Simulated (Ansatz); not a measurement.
Take WSe2 in the 2H-MoS2 type structure (space group P6_3/mmc, No. 194; a = 3.279 Å, c = 12.786 Å; layered, stacked along the Cartesian z axis) as the base. Axes: x lies along a and z along c of the hexagonal cell.

Now apply this change: biaxial strain −0.86 %, plane normal [001], relaxed out of plane (Cartesian); in-plane vectors clamped, the third vector and the atoms free.

All numbers come from Ansatz (a quantum-chemistry and plane-wave program) PBE-D3(BJ), no SOC, earlier PAW set.

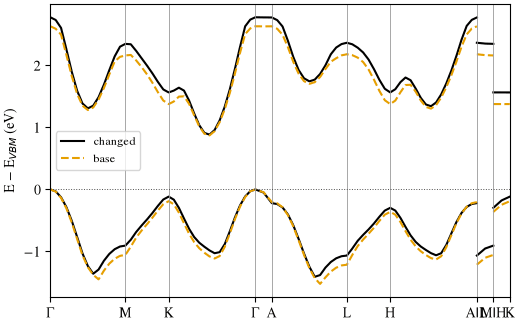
Figure. Highest valence and lowest conduction band along the path, each from its own valence-band maximum

Task: Read the changed gap and its character from the plot.

Result: About 0.9 eV, indirect, Γ → K–Γ (47 % along).

Spin-orbit coupling, missing from the scalar runs, can matter with W. Whether these cells are dynamically stable was not tested.
